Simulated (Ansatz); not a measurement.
## Convergence study of the k-point mesh for the (001) slab of Tc (cut from a parent of space group no. 194; 4 atoms in the cell)

```xyz
4
Lattice="2.7263 0.0000 0.0000 -1.3632 2.3610 0.0000 0.0000 0.0000 20.5521" Properties=species:S:1:pos:R:3 pbc="T T T"
Tc     1.3632     0.7870     9.1840
Tc     0.0000     1.5740     7.0000
Tc     1.3632     0.7870    13.5521
Tc     0.0000     1.5740    11.3681
```

Computed with PBEsol, default PAW files made with PBE (plane waves; Ansatz, a first-principles code).

Base settings: basis.ecutwfc = 500 eV; kpoints.mp_grid.grid = 13 13 1; hamiltonian.xc = pbesol; hamiltonian.pseudopotentials = {kind: paw} (the program's default PAW files); scf.occupations.method = gaussian; scf.occupations.width = 0.1 eV.

Only quantities that move along the ladder and can be compared are tabulated.

The count of work is k-points × plane waves × bands × iterations; it is no time. 

The starting cell has typed, rounded lattice constants, without a prior relaxation at this level. The slab is cut from that crystal, and its faces are unrelaxed. Its lattice was rescaled by up to half a per cent. Spin polarisation is off. In the base run, forces exceed 1 eV/Å.

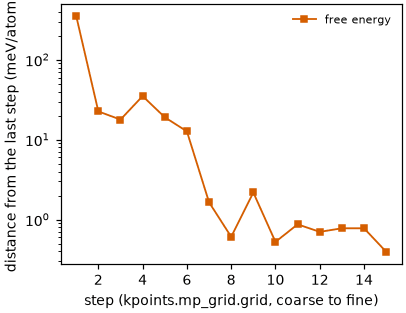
Figure. Distance from the last step along the ladder; very small values are drawn at a floor.

| kpoints.mp_grid.grid | free energy less the last step's (meV/atom) | largest difference of a force vector from the last step's (eV/Å) | count of work / last |
|---|---|---|---|
| 3 3 1 | 354.77 | 0.171 | 0.031 |
| 4 4 1 | -22.60 | 0.118 | 0.042 |
| 5 5 1 | -17.87 | 0.061 | 0.044 |
| 6 6 1 | 35.16 | 0.324 | 0.061 |
| 7 7 1 | -19.11 | 0.055 | 0.070 |
| 9 9 1 | 12.71 | 0.074 | 0.10 |
| 10 10 1 | 1.65 | 0.051 | 0.12 |
| 12 12 1 | -0.61 | 0.022 | 0.17 |
| 13 13 1 | 2.18 | 0.038 | 0.17 |
| 14 14 1 | -0.53 | 0.008 | 0.21 |
| 16 16 1 | 0.87 | 0.018 | 0.26 |
| 19 19 1 | 0.70 | 0.011 | 0.35 |
| 22 22 1 | 0.78 | 0.018 | 0.41 |
| 26 26 1 | 0.78 | 0.003 | 0.61 |
| 30 30 1 | -0.40 | 0.004 | 0.72 |
| 36 36 1 | 0.00 | 0.000 | 1.0 |

Coarsest kpoints.mp_grid.grid that holds the free energy within 2 meV/atom of the last step, with all finer ones: 14 14 1, at 0.21 of the last step's count of work; the step before is off by 2.2 meV/atom.

Coarsest kpoints.mp_grid.grid that holds the forces within 0.01 eV/Å of the last step, with all finer ones: 26 26 1; the step before is off by 0.018 eV/Å.

Keys are those of Ansatz 0.2.
